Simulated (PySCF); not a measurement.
SMILES C[Si](C)(C)Br at its PBE0/def2-SVP optimised geometry (Å):

```
14

C     -0.9287    -1.6574    -1.4159
Si    -0.2395    -0.6438     0.0000
C     -0.9283     1.0978     0.0000
C      1.6333    -0.6438     0.0000
Br    -0.9101    -1.6303     1.9180
H     -0.6291    -1.2182    -2.3819
H     -0.5555    -2.6921    -1.3781
H     -2.0282    -1.6897    -1.3790
H     -0.5533     1.6702     0.8620
H     -0.6301     1.6263    -0.9206
H     -2.0277     1.0869     0.0496
H      2.0153    -0.1693    -0.9191
H      2.0277    -1.6702     0.0466
H      2.0275    -0.0871     0.8637
```

Level of theory: PySCF with PBE0/def2-TZVP. Cells within 0.4 Å of a nucleus heavier than hydrogen are left out (blank, or x).

Map of the electron localisation function on the plane z = 0.0 Å:

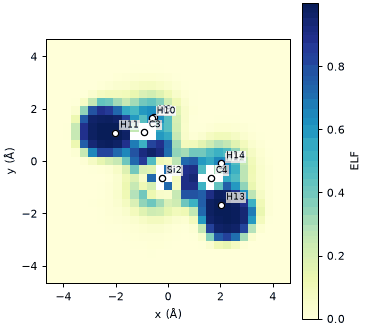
*Electron localisation function on the plane z = 0.0 Å.*
